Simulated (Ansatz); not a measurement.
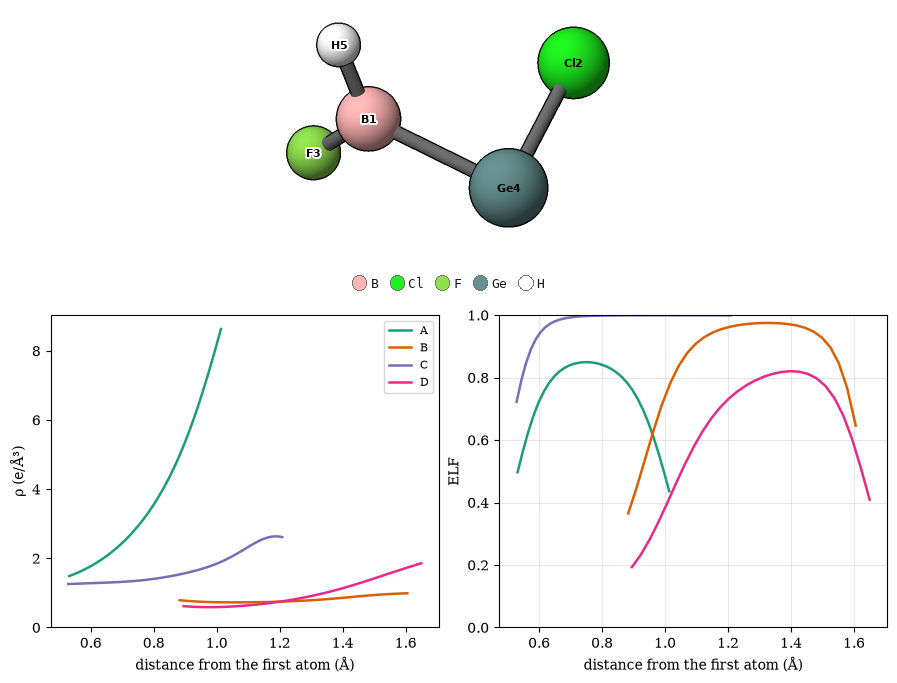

Figure. BClFGeH. Electron density and ELF along straight lines between neighbouring atoms. The curves leave out the atomic cores. The structure is drawn too.

Geometry: PBE0-D3(BJ)/pcseg-1.

The calculation used isolated molecule in a Gaussian basis; Kohn-Sham density functional theory, functional PBE0 (Ansatz).

Input file:

```
basis:
  gaussian:
    orbitals: def2-TZVPD
crystal:
  periodic: [false, false, false]
  atoms:
    - {symbol: B, position_ang: [0.391345, 0.931620, 0.126931]}
    - {symbol: Cl, position_ang: [1.449906, -1.495541, -1.115901]}
    - {symbol: F, position_ang: [-0.601133, 1.506032, -0.544423]}
    - {symbol: Ge, position_ang: [0.257763, -1.115227, 0.737692]}
    - {symbol: H, position_ang: [1.388200, 1.589596, 0.306290]}
magnetization:
  spin_polarized: false
  initial_magnetization: 0
hamiltonian:
  xc: pbe0
output: {forces: true, orbitals: {seedname: orbitals}}
```

Launched as:

```sh
ansatz run input.yaml --threads 1 --pin off --max-ram 2610MiB --events-out events.jsonl --progress --plain --runs-dir runs
```

> Which curve belongs to which contact (B–F, B–H, Ge–B and Ge–Cl)? The first atom named is at distance zero.

Curve A: B–F (1.33 Å): the density is about 2.2 e/Å³ at the midpoint; the ELF peaks at about 0.85 between the atoms (a polar covalent bond). Curve B: Ge–B (2.14 Å): ρ at the midpoint is about 0.73 e/Å³; the ELF peaks at about 1 in the valence shell of B, 0.8 Å from its nucleus, and is about 0.90 at the midpoint. Curve C: B–H (1.21 Å): ρ at the midpoint is about 1.3 e/Å³; the ELF climbs to about 1 towards the hydrogen, as it does in any bond to H; a covalent bond by its length. Curve D: Ge–Cl (2.24 Å): the density is about 0.66 e/Å³ at the midpoint, with its minimum of 0.59 e/Å³ about 1.0 Å from Ge; the ELF peaks at about 0.80 in the valence shell of Cl, 0.8 Å from its nucleus, and is about 0.65 at the midpoint.
